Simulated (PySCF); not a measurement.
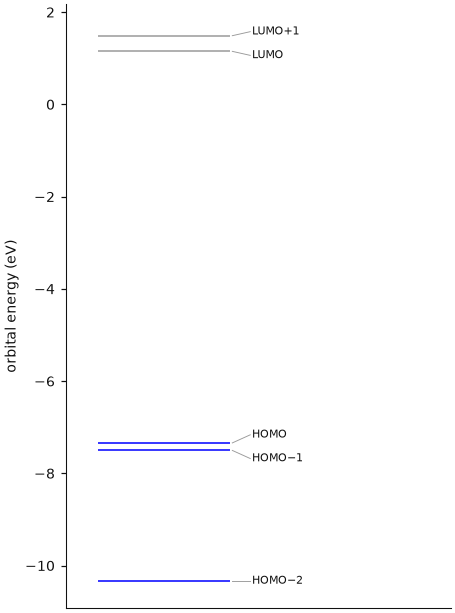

Kohn-Sham orbital energies near the frontier, CAM-B3LYP/def2-SVPD, PySCF, at a PBE0-D3(BJ)/def2-SVP geometry (no frequency check), isolated molecule; empty levels in grey, levels within 0.03 eV side by side.

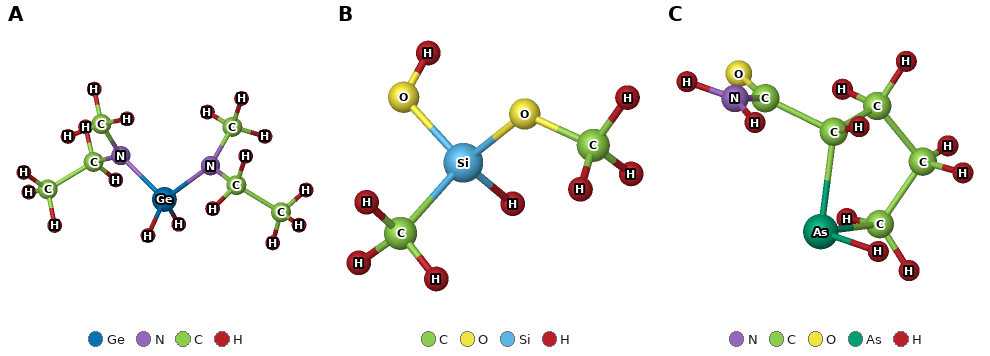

Which molecule has this level scheme? Choose among the lettered structures.

Answer. Structure A, C₆H₁₈GeN₂ (Ge(NMeEt)2H2), SMILES [H][Ge]([H])([N](C)CC)[N](C)CC, singlet. HOMO −7.34 eV, LUMO 1.15 eV, separation 8.49 eV.

Caveats: one conformer of a flexible molecule; empty levels above zero depend strongly on the basis.
